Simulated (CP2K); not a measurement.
**One shape, several levels: doublet [GaCl3]−**

Aim: a comparison of 3 runs (PM3, GFN1-xTB, GFN2-xTB) of doublet [GaCl3]−. 

The results are computed with CP2K 2026.2.

## 1. The molecule

The species is [GaCl3]− (4 atoms), meant as a doublet with charge -1. As SMILES of the parent species, `[Cl][Ga]([Cl])[Cl]`. The coordinates come from a PBE0-D4/def2-TZVP relaxation. That shape belongs to the parent species and isn't relaxed for this state.

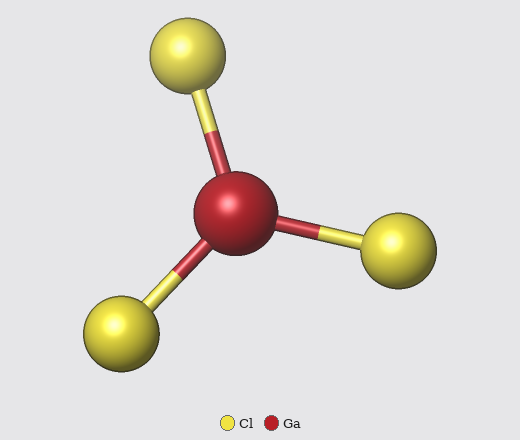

The structure, seen from a chosen angle (chlorine yellow, gallium red).

## 2. The energy at PM3 (run 1)

molecule.pdb reads:

```
HETATM    1 Cl   MOL A   1       0.867   0.371   1.888  1.00  0.00          CL
HETATM    2 Ga   MOL A   1       0.014  -0.015  -0.005  1.00  0.00          GA
HETATM    3 Cl   MOL A   1      -0.090  -1.995  -0.732  1.00  0.00          CL
HETATM    4 Cl   MOL A   1      -0.735   1.578  -1.171  1.00  0.00          CL
END
```

qs.inp reads:

```
&FORCE_EVAL
 METHOD Quickstep
 &DFT
  CHARGE -1
  MULTIPLICITY 2
  LSD T
  ! Quickstep
  &QS
   METHOD PM3
   EPS_DEFAULT 1.0E-10
   &SE
    &COULOMB
     CUTOFF [angstrom] 50
     RC_RANGE [angstrom] 0
    &END
    &EXCHANGE
     CUTOFF [angstrom] 50
     RC_RANGE [angstrom] 0
    &END
   &END
  &END
  &POISSON
   PERIODIC NONE
   POISSON_SOLVER ANALYTIC
  &END
  &SCF
   SCF_GUESS ATOMIC
   EPS_SCF 1.0E-06
   MAX_SCF 80
   ADDED_MOS 2
   &DIAGONALIZATION
    ALGORITHM STANDARD
   &END
   &MIXING
    METHOD DIRECT_P_MIXING
    ALPHA 0.4
   &END
  &END
  &PRINT
   &MOMENTS
    PERIODIC F
    REFERENCE COM
    MAX_MOMENT 1
   &END
   &MO ON
    ENERGIES T
    OCCUPATION_NUMBERS T
    NDIGITS 6
    &EACH
     QS_SCF 0
    &END
    ADD_LAST NUMERIC
   &END
   &HIRSHFELD OFF
   &END
  &END
 &END
 ! atoms, cell and kinds
 &SUBSYS
  ! box in angstrom
  &CELL
   ABC 11.6 13.6 13.1
   PERIODIC NONE
  &END
  &TOPOLOGY
   COORD_FILE_NAME molecule.pdb
   COORD_FILE_FORMAT PDB
   CONN_FILE_FORMAT OFF
   &CENTER_COORDINATES
   &END
  &END
 &END
&END

&GLOBAL
 PROJECT_NAME qs
 RUN_TYPE ENERGY
 PRINT_LEVEL MEDIUM
&END
```

Command:

```bash
$ OMP_NUM_THREADS=1 cp2k.psmp qs.inp > qs.out
```

What it wrote:

```text
CP2K| version string:                                       CP2K version 2026.2
[...]
 GLOBAL| Method name                                                        CP2K
[...]
 GLOBAL| Run type                                                         ENERGY
[...]
                             - Atoms:                                          4
[...]
                             - Spherical basis functions:                     16
[...]
 Number of electrons:                                                         13
[...]
     1 P_Mix/Diag. 0.40E+00    0.0     0.41255561       -35.3686630763 -3.54E+01
[...]
    31 DIIS/Diag.  0.12E-06    0.0     0.00000058       -37.3464982171  4.83E-13
  *** SCF run converged in    31 steps ***
  Core-core repulsion energy [eV]:                            931.01676835986848
  Core Hamiltonian energy [eV]:                             -1558.40376220115149
  Two-electron integral energy [eV]:                         -777.72580968487921
  Electronic energy [eV]:                                   -1947.26666704359104
  Total energy [eV]:                                        -1016.24989868372256
  Atomic reference energy [eV]:                              1009.52025703945424
  Heat of formation [kcal/mol]:                              -155.18923532480378
[...]
 SE_DIPOLE| Moment [Debye]          0.00056553      -0.00215957       0.00109547
 SE_DIPOLE| Derivative [a.u.]       0.00000000       0.00000000       0.00000000
 ENERGY| Total FORCE_EVAL ( QS ) energy [hartree]            -37.346498217100702
[...]
```

It took 0.24 s on 1 thread of Arm Neoverse V2, shared host.

## 3. A single-point energy at GFN1-xTB (run 2)

qs.inp reads:

```
&GLOBAL
 PROJECT qs
 RUN_TYPE ENERGY
 PRINT_LEVEL MEDIUM
&END GLOBAL
&FORCE_EVAL
 METHOD Quickstep
 &DFT
  CHARGE -1
  MULTIPLICITY 2
  SPIN_POLARIZED T
  # Quickstep
  &QS
   METHOD XTB
   EPS_DEFAULT 1.0E-10
   &XTB
    GFN_TYPE TBLITE
    &TBLITE
     METHOD GFN1
    &END TBLITE
    CHECK_ATOMIC_CHARGES F
   &END XTB
  &END QS
  &POISSON
   PERIODIC NONE
   POISSON_SOLVER ANALYTIC
  &END POISSON
  # SCF settings
  &SCF
   SCF_GUESS ATOMIC
   EPS_SCF 1.0E-06
   MAX_SCF 150
   ADDED_MOS 8
   &DIAGONALIZATION
    ALGORITHM STANDARD
   &END DIAGONALIZATION
   &MIXING
    METHOD DIRECT_P_MIXING
    ALPHA 0.4
   &END MIXING
   &SMEAR ON
    METHOD FERMI_DIRAC
    ELECTRONIC_TEMPERATURE [K] 300
    FIXED_MAGNETIC_MOMENT 1.0
   &END SMEAR
  &END SCF
  # extra output
  &PRINT
   &MOMENTS
    PERIODIC F
    REFERENCE COM
    MAX_MOMENT 1
   &END MOMENTS
   &MO ON
    ENERGIES T
    OCCUPATION_NUMBERS T
    NDIGITS 6
    &EACH
     QS_SCF 0
    &END EACH
    ADD_LAST NUMERIC
   &END MO
   &HIRSHFELD OFF
   &END HIRSHFELD
  &END PRINT
 &END DFT
 # structure
 &SUBSYS
  # box in angstrom
  &CELL
   ABC 13.6 15.6 15.1
   PERIODIC NONE
  &END CELL
  &COORD
   Cl     0.866700     0.371400     1.887500
   Ga     0.013800    -0.015100    -0.005100
   Cl    -0.090300    -1.995000    -0.731600
   Cl    -0.734700     1.578300    -1.171100
  &END COORD
  &TOPOLOGY
   &CENTER_COORDINATES
   &END CENTER_COORDINATES
  &END TOPOLOGY
 &END SUBSYS
&END FORCE_EVAL
```

Command:

```bash
$ OMP_NUM_THREADS=1 cp2k.psmp -i qs.inp -o qs.out
```

What it wrote:

```text
CP2K| version string:                                       CP2K version 2026.2
[...]
 GLOBAL| Method name                                                        CP2K
[...]
 GLOBAL| Run type                                                         ENERGY
[...]
                             - Atoms:                                          4
[...]
                             - Spherical basis functions:                     36
[...]
 Number of electrons:                                                         13
[...]
  *** SCF run converged in     9 steps ***
[...]
  Fermi energy:                                                -0.04534033058290
[...]
 TB_DIPOLE| Moment [Debye]         -0.00028964      -0.00011233      -0.00014158
 TB_DIPOLE| Derivative [a.u.]       0.00000000       0.00000000       0.00000000
[...]
 ENERGY| Total FORCE_EVAL ( QS ) energy [hartree]            -14.433951213035806
[...]
```

Wall time 0.22 s (1 thread of Arm Neoverse V2, shared host).

## 4. The energy at GFN2-xTB (run 3)

job.inp reads:

```
&FORCE_EVAL
    METHOD Quickstep
    &DFT
        CHARGE -1
        MULTIPLICITY 2
        UKS T
        &QS
            METHOD XTB
            EPS_DEFAULT 1.0E-10
            &XTB
                GFN_TYPE TBLITE
                &TBLITE
                    METHOD GFN2
                &END TBLITE
                CHECK_ATOMIC_CHARGES F
            &END XTB
        &END QS
        &POISSON
            PERIODIC NONE
            POISSON_SOLVER ANALYTIC
        &END POISSON
        &SCF
            SCF_GUESS ATOMIC
            EPS_SCF 1.0E-07
            MAX_SCF 150
            ADDED_MOS 8
            &DIAGONALIZATION
                ALGORITHM STANDARD
            &END DIAGONALIZATION
            &MIXING
                METHOD DIRECT_P_MIXING
                ALPHA 0.4
            &END MIXING
            &SMEAR ON
                METHOD FERMI_DIRAC
                ELECTRONIC_TEMPERATURE [K] 300
                FIXED_MAGNETIC_MOMENT 1.0
            &END SMEAR
        &END SCF
        &PRINT
            &MOMENTS
                PERIODIC F
                REFERENCE COM
                MAX_MOMENT 1
            &END MOMENTS
            &MO ON
                ENERGIES T
                OCCUPATION_NUMBERS T
                NDIGITS 6
                &EACH
                    QS_SCF 0
                &END EACH
                ADD_LAST NUMERIC
            &END MO
            &HIRSHFELD OFF
            &END HIRSHFELD
        &END PRINT
    &END DFT
    &SUBSYS
        &CELL
            ABC 11.6 13.6 13.1
            PERIODIC NONE
        &END CELL
        &COORD
            UNIT bohr
            Cl     1.6378256     0.7018443     3.5668581
            Ga     0.0260782    -0.0285349    -0.0096376
            Cl    -0.1706423    -3.7700036    -1.3825236
            Cl    -1.3883818     2.9825547    -2.2130583
        &END COORD
        &TOPOLOGY
            &CENTER_COORDINATES
            &END CENTER_COORDINATES
        &END TOPOLOGY
    &END SUBSYS
&END FORCE_EVAL
&GLOBAL
    PROJECT_NAME job
    RUN_TYPE ENERGY
    PRINT_LEVEL MEDIUM
&END GLOBAL
```

Command:

```bash
$ OMP_NUM_THREADS=1 cp2k.psmp -i job.inp > job.out 2>&1
```

What it wrote:

```text
CP2K| version string:                                       CP2K version 2026.2
[...]
 GLOBAL| Method name                                                        CP2K
[...]
 GLOBAL| Run type                                                         ENERGY
[...]
                             - Atoms:                                          4
[...]
                             - Spherical basis functions:                     36
[...]
 Number of electrons:                                                         13
[...]
  *** SCF run converged in    13 steps ***
[...]
  Fermi energy:                                                -0.07969003399434
[...]
 TB_DIPOLE| Moment [Debye]         -0.00016959      -0.00008985      -0.00013455
 TB_DIPOLE| Derivative [a.u.]       0.00000000       0.00000000       0.00000000
[...]
 ENERGY| Total FORCE_EVAL ( QS ) energy [hartree]            -15.256953558706321
[...]
```

Wall time 0.24 s (1 thread of Arm Neoverse V2, shared host).

## 5. The series

```csv
run,level,iteration cap,cell,energy (Eh),HOMO energy (eV),LUMO energy (eV),wall time
1,PM3,80,"(11.6, 13.6, 13.1)",-37.346498,-3.90,1.39,0.24 s
2,GFN1-xTB,150,"(13.6, 15.6, 15.1)",-14.433951,-2.02,-1.74,0.22 s
3,GFN2-xTB,150,"(11.6, 13.6, 13.1)",-15.256954,-3.28,-3.03,0.24 s
```

## 6. Summary of results

```
                                 quantity          value
                      run 3: total energy   -15.25695 Eh
run 3: HOMO energy (highest over α and β)       -3.28 eV
 run 3: LUMO energy (lowest over α and β)       -3.03 eV
                 run 3: dispersion energy  -10.80 kJ/mol
```

Force-field and semi-empirical energies have zeros of their own, so their totals don't compare. All runs together took 0.7 s, the longest 0.24 s.
